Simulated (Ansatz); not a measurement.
C2H9AlO2 (SMILES [CH3][Al-]([CH3])([OH])[OH2+])

Input file:

```
crystal:
  periodic: [false, false, false]
  atoms:
    - {symbol: C, position_ang: [-1.420337, 1.359534, 0.216974]}
    - {symbol: C, position_ang: [1.303710, -0.427776, 1.292047]}
    - {symbol: Al, position_ang: [-0.169315, -0.137549, 0.025181]}
    - {symbol: O, position_ang: [-0.759969, -1.591541, -0.803323]}
    - {symbol: O, position_ang: [0.814445, 0.056416, -1.732109]}
    - {symbol: H, position_ang: [-0.893669, 2.305800, 0.428535]}
    - {symbol: H, position_ang: [-2.029261, 1.518147, -0.688844]}
    - {symbol: H, position_ang: [-2.122765, 1.199893, 1.053743]}
    - {symbol: H, position_ang: [0.914381, -0.677672, 2.294490]}
    - {symbol: H, position_ang: [1.936780, 0.467005, 1.424422]}
    - {symbol: H, position_ang: [1.962043, -1.263785, 0.998860]}
    - {symbol: H, position_ang: [-1.660817, -1.916302, -0.800395]}
    - {symbol: H, position_ang: [0.353533, -0.778906, -1.996106]}
    - {symbol: H, position_ang: [1.758342, -0.142565, -1.684675]}
basis:
  gaussian:
    orbitals: def2-SVPD
hamiltonian:
  xc: {name: PBE0}
output: {forces: true, orbitals: {seedname: orbitals}}
```

Command:

```sh
ansatz run input.yaml --threads 2 --pin off --max-ram 5220MiB --events-out events.jsonl --progress --plain --runs-dir runs
```

Geometry: PBE0-D4/def2-SVP.

Computed with isolated molecule in a Gaussian basis; Kohn-Sham density functional theory, functional PBE0 in Ansatz.

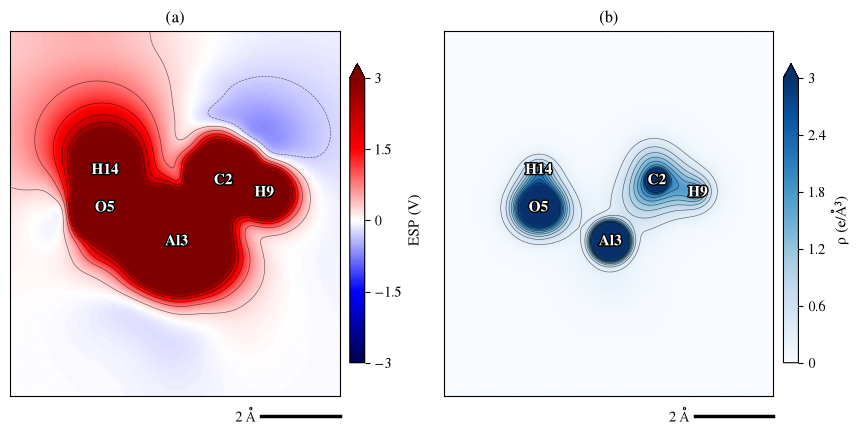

Figure 1. (a) molecular electrostatic potential; (b) electron density on the plane of atoms C2, Al3 and O5.

### Interpret the plot.

- The section cuts through C, Al, O and H sites.
- C–Al (1.96 Å): ρ at the midpoint is about 0.72 e/Å³.
- O–H (0.97 Å): ρ at the midpoint is about 3.7 e/Å³.
- Al–O (2.02 Å): ρ is about 0.4 e/Å³ halfway.
- C–H (1.10 Å): ρ at the midpoint is about 1.8 e/Å³.
- Outside the dense part of the molecule the potential is most negative (−0.7 V) near C2.

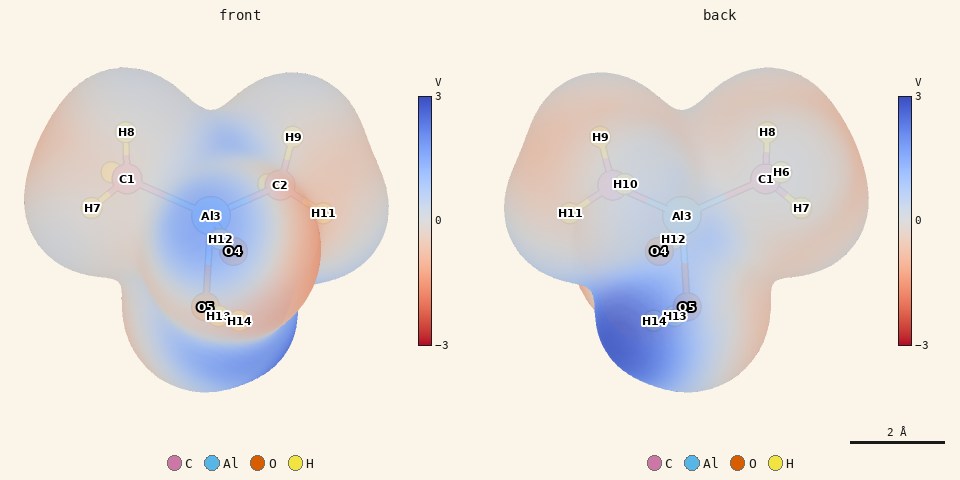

Figure 2. The electrostatic potential painted on the density surface at 0.001 e/bohr³, seen from the front and from behind; red is negative and blue positive.

### Describe the electrostatic potential map.

The most negative region (about −1.2 V, or −28 kcal/mol for a unit charge) lies over O4, the most positive (about +2.6 V, or +60 kcal/mol for a unit charge) over H14. O4 is the likeliest acceptor of a hydrogen bond.

### How polar is the molecule by this calculation?

Its dipole moment is 1.89 D.
